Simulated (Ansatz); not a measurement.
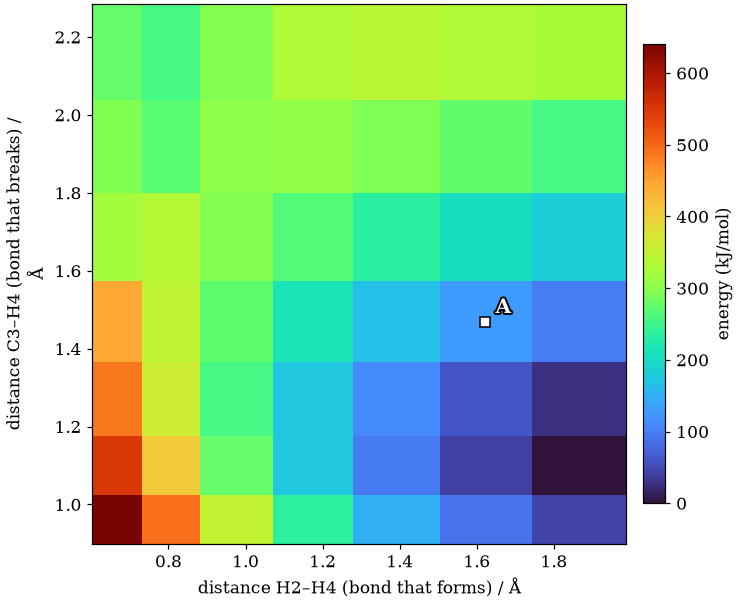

The reacting system CH₄F₂Si (fragments CH₄F₂Si where the first distance is long, CH₂F₂Si + H₂ where the second is long). 
- Coordinates scanned: (1) distance H2–H4 (bond that forms); (2) distance C3–H4 (bond that breaks).
- Relaxed at each point: all other coordinates.
- The scan uses a 7 × 7 grid.
- Points are written as (first, second).
- Energies are in kJ/mol, from the lowest grid point.
- Energies and slopes of some neighbouring points disagree (a jump in structure or state, or too coarse a mesh). The reference is spin-restricted, so regions where a bond is pulled apart into radicals lie too high.
- Level of theory: RKS r2SCAN-D4/def2-SVP in Ansatz 0.2.0.

Drawn: one coloured cell a grid point, the point A.

Question: Which way does the force act at A, and how strong is it?

Answer: A, at (1.621 Å, 1.468 Å), is not a stationary point. The computed force is 145 kJ/mol for each Å towards larger values of the first coordinate and 360 kJ/mol for each Å towards smaller values of the second coordinate.
